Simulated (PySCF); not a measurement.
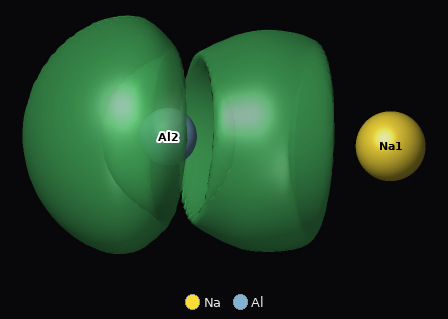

*NaAl (charge +1, doublet). Isosurface of the ELF at 0.75 (green), seen from one side. Core shells and regions of very low density are left out.*

Computed with PBE0/aug-cc-pVDZ(-PP), non-relativistic Hamiltonian with scalar-relativistic core potentials where named, at a bond length of 3.395 Å in PySCF.

```xyz
2

Na    0.0000    0.0000   -1.8331
Al    0.0000    0.0000    1.5619
```

Q: What do the ELF domains correspond to?

A: The ELF exceeds this value in one lobe of the valence shell of Al pointing towards Na (polar bonds) and one lobe on Al, pointing away from the bonds (non-bonding electrons). Along the contacts the grid gives the following. Na–Al (3.39 Å): the ELF peaks at about 1 in the valence shell of Al, 1.4 Å from its nucleus, and is about 1 at the midpoint.
